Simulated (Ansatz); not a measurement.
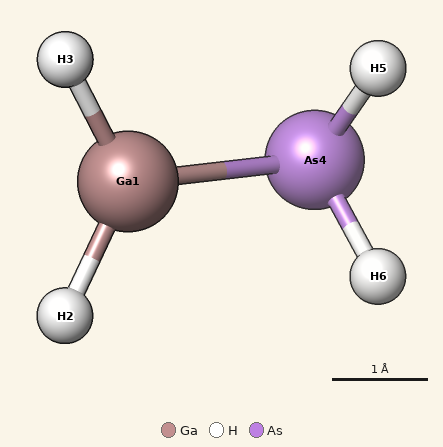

*The input geometry (ball-and-stick view, seen at a tilt; atoms are numbered from 1 in the order of the input). Sticks mark near contacts.*

Bond lengths as drawn: As–Ga 2.41 Å, As–H 1.52 Å and Ga–H 1.57 Å.

**Run report: GaAsH4, frequency calculation**

System: GaAsH4.
Method: RKS PBE0-D4/def2-TZVP (Ansatz 0.2.0).

The geometry comes from this level: PBE0-D4/def2-TZVP. Figures and captions count atoms from 1; the log counts them from 0 in places.

## Input
```yaml
crystal:
  periodic: [false, false, false]
  atoms:
    - {symbol: Ga, position_ang: [-1.068469, -0.382823, -1.027101]}
    - {symbol: H, position_ang: [0.006157, -1.139569, -1.885516]}
    - {symbol: H, position_ang: [-1.899143, -1.130709, 0.075178]}
    - {symbol: As, position_ang: [-1.580844, 1.919599, -1.535342]}
    - {symbol: H, position_ang: [-1.661562, 2.309990, -0.068263]}
    - {symbol: H, position_ang: [-0.114896, 2.302683, -1.660261]}
basis:
  gaussian: {orbitals: def2-TZVP}
hamiltonian: {xc: pbe0, dispersion: d4}
phonons: {temperatures: {t_min: 298.15, t_max: 900, t_step: 200}}
```

Launch command:
```bash
ansatz run in.yaml --threads 8 --pin off --events-out ev --progress --plain --max-ram 19148MiB
```

## Log
```
Functional definition: PBE0
  name "PBE0"
  cite "Adamo & Barone, J. Chem. Phys. 110, 6158 (1999) doi:10.1063/1.478522"
  cite "Perdew, Burke & Ernzerhof, Phys. Rev. Lett. 77, 3865 (1996) doi:10.1103/PhysRevLett.77.3865"
  parent pbe
  parameter a = 0.25
  parameter kappa = 0.804
  parameter beta = 0.06672455060314922
  exchange = (1 - a)*pbe_x(kappa = kappa, mu = beta*pi^2/3) + a*exact_x
  correlation = pbe_c(beta = beta)
1012 factors; their error is unknown
mean field evaluation 1: about -113268.8047 eV, gradient 2.4e1 eV
mean field evaluation 2: about -113268.8703 eV, gradient 2.8e1 eV
mean field evaluation 4: about -113269.5329 eV, gradient 4.6e-1 eV
mean field evaluation 8: about -113269.9644 eV, gradient 4.1e-1 eV
mean field evaluation 16: about -113269.9645 eV, gradient 3.2e-5 eV
mean field -113269.96447619 eV, -4162.5944173604 hartree, gradient 3.2e-5 eV, S^2 0.000000; 0 other end points of the search recorded, 0 dependent functions left out
the calculation of the forces begins
reference -113269.96450609 eV, -4162.5944184592 hartree; 34, 34 occupied and 86, 86 virtual orbitals, 1012 factors
these checks for a lower state are left out or cut short: stability, starts, cluster_reference, orbital_swaps, neighbouring_geometries, increment
1012 factors; their error is unknown
mean field -113269.96442706 eV, -4162.5944155551 hartree, gradient 1.3e-6 eV, S^2 0.000000; 0 other end points of the search recorded, 0 dependent functions left out
[... from here on the field's lines of each further geometry are left out, up to the last ...]
the calculation of the forces begins
reference -113269.96449812 eV, -4162.5944181666 hartree; 34, 34 occupied and 86, 86 virtual orbitals, 1012 factors
these checks for a lower state are left out or cut short: stability, starts, cluster_reference, orbital_swaps, neighbouring_geometries, increment
1012 factors; their error is unknown
mean field -113269.96447288 eV, -4162.5944172388 hartree, gradient 1.3e-6 eV, S^2 0.000000; 0 other end points of the search recorded, 0 dependent functions left out
the calculation of the forces begins
reference -113269.96450278 eV, -4162.5944183377 hartree; 34, 34 occupied and 86, 86 virtual orbitals, 1012 factors
Total energy: -113270.05681966 eV, -4162.5978109204 hartree
Atom 0 at    -1.068469    -0.382823    -1.027101 Å, force    -0.002189     0.002349    -0.001969 eV/Å
Atom 1 at     0.006157    -1.139569    -1.885516 Å, force     0.001652     0.000737     0.000832 eV/Å
Atom 2 at    -1.899143    -1.130709     0.075178 Å, force     0.000936     0.000717     0.001633 eV/Å
Atom 3 at    -1.580844     1.919599    -1.535342 Å, force    -0.002876     0.001995    -0.003683 eV/Å
Atom 4 at    -1.661562     2.309990    -0.068263 Å, force    -0.000190    -0.002865     0.003400 eV/Å
Atom 5 at    -0.114896     2.302683    -1.660261 Å, force     0.002666    -0.002933    -0.000212 eV/Å
Dipole moment:     0.061710    -0.036225     0.060121 e Å
Vibrations: 186.60 259.03 358.92 424.67 613.82 622.50 742.78 984.15 1959.21 1969.24 2214.43 2228.73 cm⁻¹, zero-point energy 0.778873 eV
```

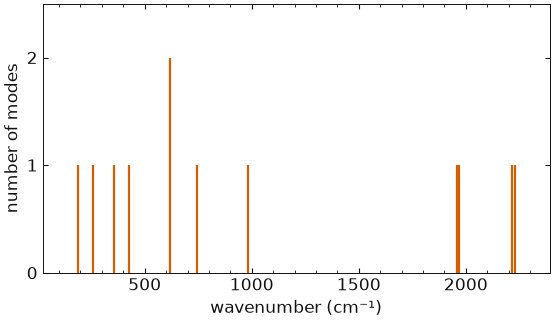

*Harmonic vibrational wavenumbers from the force constants; neighbouring modes closer than 9 cm⁻¹ are counted in one stick.*

12 modes from 187 to 2229 cm⁻¹, none imaginary.

## Results in brief

| quantity | value |
| --- | --- |
| outcome | converged |
| total energy | −113270.0568 eV |
| mean-field energy | −113269.9645 eV |
| dispersion energy | −0.0923 eV |
| largest force (length of the vector) | 0.005 eV/Å |
| dipole moment | 0.45 D |
| hardware | 8 threads of Arm Neoverse V2, 23 GiB of memory available, shared host |
| wall time | 19 s (CPU time 2.1 min) |
| peak memory | 0.53 GiB |
